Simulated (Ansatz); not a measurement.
# How fast states decay through Na3Cl2F, part 2 of 3

Wanted: the relaxed cell of Na3Cl2F, its band edges and its decay constants. It is built by putting F for Br in the Na3BrCl2 structure of space group I4/mmm, with the volume rescaled by atomic radii. The parent structure comes from the Materials Project.

Ansatz 0.2.0; r2SCAN DFT, plane waves, PAW files (the session's first sound run).

So far. Step 2 (Relaxing the new crystal): The largest force component on a free atom ends at 0.0044 eV/Å.

The structure was built from a prototype and need not be the compound's stable phase.

**3. Band edges**

The energy window and the wavevectors of the next steps follow from the band edges, so these are searched first, off the mesh as well.

Input file input.yaml:

```yaml
crystal:
  lattice:
    - [-1.9114599325, 1.9114599325, 7.8755551663]
    - [1.9114599325, -1.9114599325, 7.8755551663]
    - [1.9114599325, 1.9114599325, -7.8755551663]
  atoms:
    - { symbol: Na, position: [0.6484617597, 0.6484617597, 0.0] }
    - { symbol: Na, position: [0.0, 0.0, 0.0] }
    - { symbol: Na, position: [0.3515382403, 0.3515382403, 0.0] }
    - { symbol: F, position: [0.5, 0.5, 0.0] }
    - { symbol: Cl, position: [0.8344178901, 0.8344178901, 0.0] }
    - { symbol: Cl, position: [0.1655821099, 0.1655821099, 0.0] }
kpoints:
  mp_grid: { grid: [8, 8, 8] }
  band_path: { path: [VBM, CBM], npoints: 30 }
scf:
  occupations: { method: fixed }
hamiltonian:
  xc: r2scan
output:
  eigenvalues: true
  write_potential: true
  write_density: true
  volumetric_format: npy
  elf: true
```

Run with:

```sh
ansatz run input.yaml --threads 2 --pin off --max-ram 4096MiB --backend cpu --events-out ev --progress --plain --runs-dir out
```

Numbers of over 12 decimals in the logs are rounded to 6 here.

The program printed:

```text
[...]
Crystal: 6 atoms, lattice volume = 115.099 Å³
Basis set: ecut = 500 eV, 2913 PW (Γ), FFT grids on a1−a2, a2, a1+a3, exchange–correlation on 160×256×120 points (64 copies of the dense FFT grid, shifted against one another)
Bands: 30, of which v1, the nominal top of the filled ones, is band 24 counted from 1 (23 counted from 0)
Symmetry: 16 space group operations
[...]
k-points: 59 of 512
[...]
SCF iter   1: F=—  HF=-7453.447233 eV  |F-HF|=—  |Δ(HF+E_count)|=         —  Δρ=8.29e-3  dr2=5.16e-2  dr2_τ=2.81e-2  ethr=1.77e-3  ⟨swp⟩=4.8  Hψ=6271  notcnv=0  defer=203
[...]
SCF iter   7: F=-7453.498091 eV  HF=-7453.498091 eV  |F-HF|=5.38e-9  |Δ(HF+E_count)|=   1.32e-7  Δρ=2.24e-6  dr2=5.79e-9  dr2_τ=7.05e-10  ethr=2.08e-10  ⟨swp⟩=9.2  Hψ=6800  notcnv=0
SCF 1 converged in 7 iterations: F = -7453.498091 eV  dr2 = 5.79e-9
[...]
NSCF: frozen V_eff on 30 k-points
[...]
SCF converged after 7 iterations
Free energy (F): -7453.498091 eV
[...]
Internal energy: -7453.498091 eV  (E = F + TS)
E sigma→0 (E₀):  -7453.498091 eV
Fermi energy:    0.785746 eV
[...]
--- Band table (eV; the first three rows and the last of 59) ---
  k-point 0: bands = [... 20 lower, 0.3716, 0.5581, 0.7857, 0.7857, 6.5439, 9.5269, 10.1311, 10.2041, ... 2 higher]
  k-point 1: bands = [... 20 lower, 0.2078, 0.4334, 0.5948, 0.6438, 7.1412, 10.0169, 10.5023, 10.6918, ... 2 higher]
  k-point 2: bands = [... 20 lower, 0.0156, 0.1701, 0.3529, 0.5205, 8.3890, 10.7818, 10.9025, 11.1671, ... 2 higher]
  k-point 58: bands = [... 20 lower, 0.4194, 0.4194, 0.7488, 0.7488, 7.3710, 8.2209, 9.9006, 9.9988, ... 2 higher]
```

The job ended after 20 s (2 threads of Arm Neoverse V2, shared host; peak memory 0.72 GiB).

Reading the cycles: dr2 is the Hartree energy of the density residual (eV), the measure of convergence; HF is the Harris–Foulkes estimate of the energy, which meets the free energy F at convergence.

Numbers from this step:

- Fermi energy: 0.7857 eV
- gap on the k-mesh: 5.758 eV
- gap on path: 5.758 eV, by band count; negative where bands overlap
- direct gap on path: 5.758 eV
- edge places on path: 0, 0 1/A along the path

Levels at VBM (eV): -1.62, -1.50, -1.00, -1.00, -0.41, -0.41, -0.23, 0.00, 0.00, 5.76.

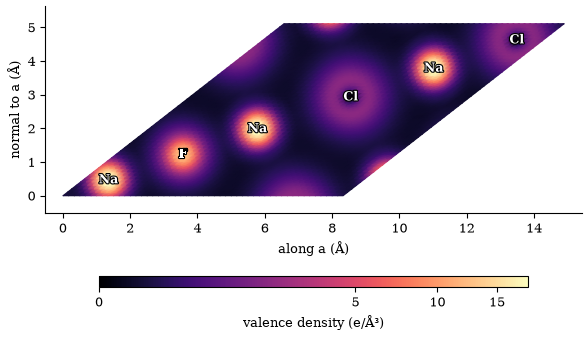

Valence density in the ab plane of the cell as run, not the conventional one, at fractional z = 0.000, with atoms of Na and F and Cl within 0.2 Å of it. It is the smooth field of the valence electrons, not physical close to the nuclei. The map starts off the cell's origin, so that atoms lie inside it. The colour scale is stretched toward low values.

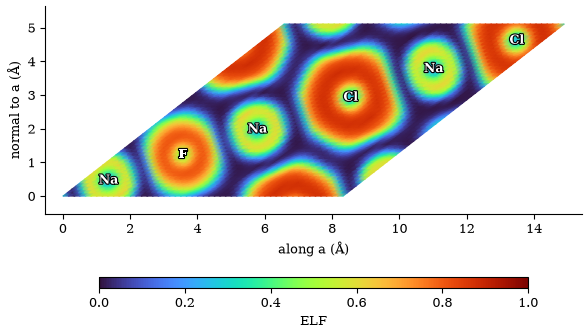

ELF in the ab plane of the cell as run, not the conventional one, at fractional z = 0.000, with atoms of Na and F and Cl within 0.2 Å of it. It is the smooth field of the valence electrons, not physical close to the nuclei. The map starts off the cell's origin, so that atoms lie inside it.

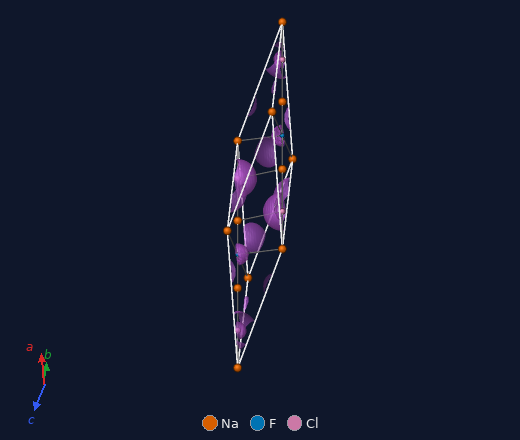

Surface of ELF = 0.8. Drawn on the cell as run, not the conventional one.

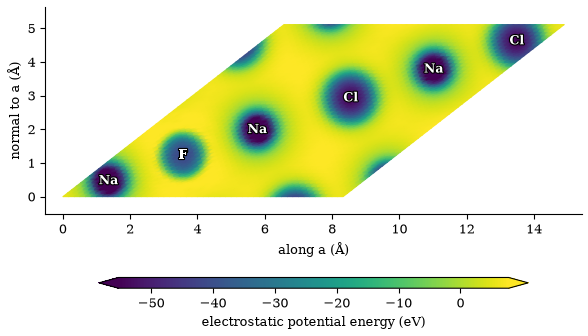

Electrostatic potential energy in the ab plane of the cell as run, not the conventional one, at fractional z = 0.000, with atoms of Na and F and Cl within 0.2 Å of it. With pseudopotentials it is smooth inside the atoms' cores, unlike the true potential. The map starts off the cell's origin, so that atoms lie inside it.

The searched edges give 5.76 eV, as on the mesh.

**4. Complex bands**

This step: r2SCAN DFT, plane waves, PAW files; complex bands by layer matching along the plane's normal (Ansatz 0.2.0).

The same crystal is laid in a cell whose first two vectors span the (001) plane (indices of the standard conventional cell, whose axes can be ordered otherwise than in the bulk input). At fixed energy and wavevector in the plane the solver finds all kz, real and complex. A few wavevectors are listed, (0, 0) and (0.5, 0) in units of the plane's reciprocal vectors; the slowest state needn't be among them.

Input file input.yaml:

```yaml
crystal:
  lattice:
    - [3.822919865, 0.0, 0.0]
    - [0.0, 3.822919865, 0.0]
    - [1.911459932, 1.911459932, 7.875555166]
  atoms:
    - { symbol: Na, position: [0.3515382403, 0.3515382403, 0.2969235194] }
    - { symbol: Na, position: [0.0, 0.0, 0.0] }
    - { symbol: Na, position: [0.6484617597, 0.6484617597, 0.7030764806] }
    - { symbol: F, position: [0.5, 0.5, 0.0] }
    - { symbol: Cl, position: [0.1655821099, 0.1655821099, 0.6688357802] }
    - { symbol: Cl, position: [0.8344178901, 0.8344178901, 0.3311642198] }
kpoints:
  mp_grid: { grid: [6, 6, 6] }
scf:
  occupations: { method: fixed }
hamiltonian:
  xc: r2scan
output:
  eigenvalues: true
  transmission:
    leads: [[0, 0]]
    kpoints: [[0.0, 0.0], [0.5, 0.0]]
    e_range: [-1.0, 6.76]
    de: 0.13
```

The program printed:

```text
[...]
Crystal: 6 atoms, lattice volume = 115.099 Å³
Basis set: ecut = 500 eV, 2913 PW (Γ), exchange–correlation on 120×120×256 points (64 copies of the dense FFT grid, shifted against one another)
Bands: 30, of which v1, the nominal top of the filled ones, is band 24 counted from 1 (23 counted from 0)
Symmetry: 16 space group operations
[...]
k-points: 30 of 216
[...]
SCF iter   1: F=—  HF=-7453.447051 eV  |F-HF|=—  |Δ(HF+E_count)|=         —  Δρ=8.29e-3  dr2=5.15e-2  dr2_τ=2.82e-2  ethr=1.77e-3  ⟨swp⟩=4.8  Hψ=3060  notcnv=0  defer=102
[...]
SCF iter   7: F=-7453.498071 eV  HF=-7453.498071 eV  |F-HF|=5.20e-9  |Δ(HF+E_count)|=   1.68e-7  Δρ=2.30e-6  dr2=6.10e-9  dr2_τ=7.42e-10  ethr=2.08e-10  ⟨swp⟩=9.2  Hψ=3494  notcnv=0
SCF 1 converged in 7 iterations: F = -7453.498071 eV  dr2 = 6.10e-9
[...]
transmission: 11 of 22 steps passed
transmission: 22 of 22 steps passed
SCF converged after 7 iterations
Free energy (F): -7453.498071 eV
[...]
Internal energy: -7453.498071 eV  (E = F + TS)
E sigma→0 (E₀):  -7453.498071 eV
Fermi energy:    0.785765 eV
[...]
--- Band table (eV; the first three rows and the last of 30) ---
  k-point 0: bands = [... 20 lower, 0.3717, 0.5581, 0.7858, 0.7858, 6.5439, 9.5269, 10.1311, 10.2041, ... 2 higher]
  k-point 1: bands = [... 20 lower, 0.3829, 0.4772, 0.7773, 0.7773, 6.6852, 9.2428, 10.0544, 10.1240, ... 2 higher]
  k-point 2: bands = [... 20 lower, 0.4067, 0.4067, 0.7589, 0.7589, 7.0563, 8.6335, 9.9442, 10.0331, ... 2 higher]
  k-point 29: bands = [... 20 lower, -0.0874, 0.0066, 0.0574, 0.1742, 9.9533, 9.9985, 10.1391, 10.2239, ... 2 higher]
--- Transmission ---
  basis      : 145 plane waves across, 11 finite elements along
  points     : 2, as listed
  energies   : 60 from -1.000000 to 6.670000 eV about the Fermi level, 0.130000 eV apart; the leads are filled to 2.879050 eV, and channels, transmission and decay are at 2.900000 eV
  crystal 0  : Cl2Na3F1, at the sites [0, 0], period 7.8756 Å: whole cells are its period
    offset         : up to 0.0000 Å between an atom of the period and one for which it stands
    channels       : 0.000000e0 a spin
    conductance    : none, the energies end too early or step too widely for 300 K: set another output.transmission.e_range or a lower de, or, where they end at an eighth of basis.ecutwfc, a higher one
    slowest decay  : 0.4458 /Å at (0.0000, 0.0000)
```

Run time: 17 s. Hardware: 2 threads; peak memory 0.69 GiB.

Numbers from this step:

```yaml
fermi_energy: 0.7858 eV
level_to_which_the_leads_are_filled: 2.879 eV from the Fermi level
decay_constant_at_the_filling_level_zone_centre: 0.4457 Å⁻¹
decay_constant_at_the_filling_level_slowest_listed_point: 0.4458 Å⁻¹
```

K parallel (0, 0); values up to 1.5 1/Å, a degenerate pair printed once or twice; energies at which all values exceed this have no row. Im kz of the slowest decaying states against energy, zero at the highest filled level on the SCF mesh:

```csv
energy (eV),decay 1 (Å⁻¹),decay 2 (Å⁻¹),decay 3 (Å⁻¹),decay 4 (Å⁻¹)
-1.00,0.0297,0.0674,0.828,-
0.04,0.222,0.252,0.884,-
0.95,0.392,0.771,0.897,1.50
1.99,0.447,0.892,0.919,1.40
3.03,0.443,0.872,0.986,1.30
3.94,0.399,0.843,1.01,1.21
4.98,0.287,0.798,1.02,1.08
6.02,0.738,0.948,1.02,1.41
```

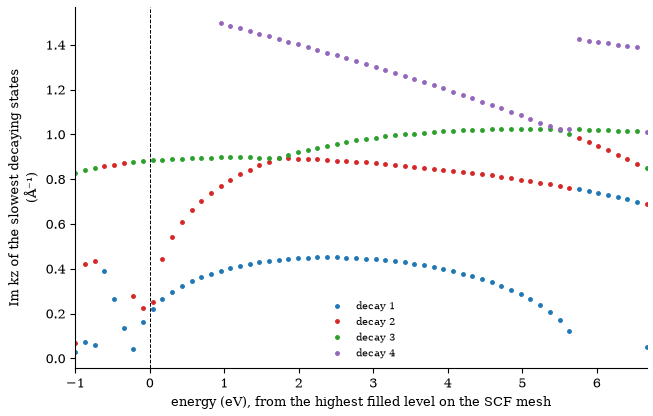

Im kz of the slowest decaying states against energy.

K parallel (0.5, 0); values up to 1.5 1/Å, a degenerate pair printed once or twice; energies at which all values exceed this have no row. The Im kz of the slowest decaying states by energy, zero at the highest filled level on the SCF mesh:

```csv
energy (eV),decay 1 (Å⁻¹),decay 2 (Å⁻¹),decay 3 (Å⁻¹)
-1.000,0.108,1.42,-
-0.480,0.0421,1.35,1.46
0.040,0.495,1.27,1.40
0.560,0.759,1.10,-
0.950,0.740,1.16,-
1.470,0.736,1.19,-
1.990,0.743,1.19,-
2.510,0.746,1.18,-
3.030,0.742,1.17,-
3.550,0.730,1.16,1.48
3.940,0.717,1.15,1.45
4.460,0.694,1.14,1.41
4.980,0.663,1.13,1.37
5.500,0.623,1.13,1.33
6.020,0.573,1.17,1.29
6.540,0.510,1.13,1.24
```

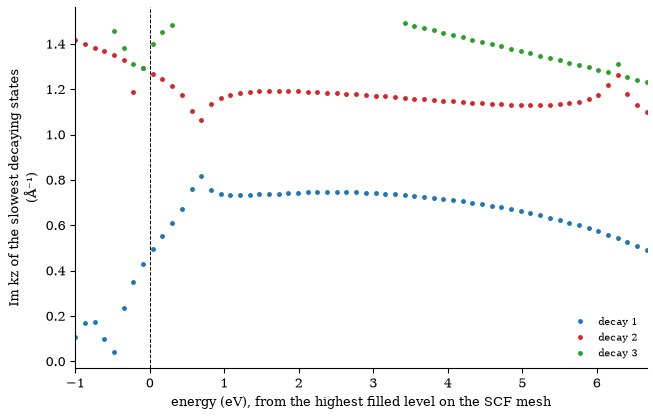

Im kz of the slowest decaying states against energy.

At the listed wavevectors the last open channel is at -0.35 eV and the next at +5.76 eV on the grid, wider than the gap, since narrow bands can fall between grid energies. At +2.90 eV, the grid energy nearest the filling level (the middle of the gap on the SCF mesh), the slowest state at the listed wavevectors decays with κ = 0.446 Å⁻¹, its amplitude falling by e over 2.2 Å. Through 1 nm of this crystal that state's transmission falls by exp(−2 × 0.446 Å⁻¹ × 10 Å) = 1.3e-4.

**5. Band edges at another level, cutoff 420 eV**

This step: PBEsol DFT, plane waves, PAW files (Ansatz 0.2.0).

The edges again with PBEsol, at the same atoms. Against that run the cutoff is 420 eV against 500.

Input file input.yaml:

```yaml
crystal:
  lattice:
    - [-1.9114599325, 1.9114599325, 7.8755551663]
    - [1.9114599325, -1.9114599325, 7.8755551663]
    - [1.9114599325, 1.9114599325, -7.8755551663]
  atoms:
    - { symbol: Na, position: [0.6484617597, 0.6484617597, 0.0] }
    - { symbol: Na, position: [0.0, 0.0, 0.0] }
    - { symbol: Na, position: [0.3515382403, 0.3515382403, 0.0] }
    - { symbol: F, position: [0.5, 0.5, 0.0] }
    - { symbol: Cl, position: [0.8344178901, 0.8344178901, 0.0] }
    - { symbol: Cl, position: [0.1655821099, 0.1655821099, 0.0] }
kpoints:
  mp_grid: { grid: [8, 8, 8] }
  band_path: { path: [VBM, CBM], npoints: 30 }
scf:
  occupations: { method: fixed }
hamiltonian:
  xc: pbesol
output:
  eigenvalues: true
```

The program printed:

```text
[...]
Crystal: 6 atoms, lattice volume = 115.099 Å³
Basis set: ecut = 420 eV, 2231 PW (Γ), FFT grids on a1+a3, a2+a3, a3
Bands: 30, of which v1, the nominal top of the filled ones, is band 24 counted from 1 (23 counted from 0)
Symmetry: 16 space group operations
[...]
k-points: 59 of 512
[...]
SCF iter   1: F=—  HF=-7359.057303 eV  |F-HF|=—  |Δ(HF+E_count)|=         —  Δρ=6.00e-3  dr2=3.73e-2  ethr=1.77e-3  ⟨swp⟩=4.9  Hψ=6313  notcnv=0  defer=222
[...]
SCF iter   7: F=-7359.042626 eV  HF=-7359.042626 eV  |F-HF|=3.52e-9  |Δ(HF+E_count)|=   8.56e-8  Δρ=2.92e-6  dr2=1.10e-8  ethr=2.08e-10  ⟨swp⟩=3.1  Hψ=4611  notcnv=0
SCF 1 converged in 7 iterations: F = -7359.042626 eV  dr2 = 1.10e-8
[...]
SCF converged after 7 iterations
Free energy (F): -7359.042626 eV
[...]
Internal energy: -7359.042626 eV  (E = F + TS)
E sigma→0 (E₀):  -7359.042626 eV
Fermi energy:    1.164463 eV
[...]
--- Band table (eV; the first three rows and the last of 59) ---
  k-point 0: bands = [... 20 lower, 0.7460, 0.9544, 1.1645, 1.1645, 6.0583, 8.9268, 9.5973, 9.7156, ... 2 higher]
  k-point 1: bands = [... 20 lower, 0.6048, 0.7874, 0.9766, 1.0238, 6.6773, 9.4221, 9.8946, 10.2550, ... 2 higher]
  k-point 2: bands = [... 20 lower, 0.4352, 0.5743, 0.7424, 0.8964, 7.9339, 10.2200, 10.3698, 10.7507, ... 2 higher]
  k-point 58: bands = [... 20 lower, 0.8036, 0.8036, 1.1225, 1.1225, 6.9603, 7.6147, 9.3970, 9.5018, ... 2 higher]
```

It took 8.3 s on 2 threads; peak memory 0.42 GiB; 16 s of CPU time.

This step gave:

* free energy: -7359.0426 eV
* Fermi energy: 1.164 eV
* gap on the k-mesh: 4.894 eV
* gap on path: 4.894 eV, by band count; negative where bands overlap
* direct gap on path: 4.894 eV

Levels at VBM (eV): -1.65, -1.45, -0.90, -0.90, -0.42, -0.42, -0.21, 0.00, 0.00, 4.89, 7.76.

The searched edges give 4.89 eV, as on the mesh.

Between step 3 and this run (PBEsol and cutoff 420 eV) the value for the gap on the k-mesh moves from 5.76 eV to 4.89 eV.

(Continued in part 3 of 3.)

[Logs are printed without paths, hosts, clocks, repeated set-up lines and the standing remarks that a program may print on its own settings, such as how far it seeks lower states.]

[Hosts, paths, dates, database ids (printed as entryN), source tags and the programs' standing remarks are cut or masked in the printed files.]
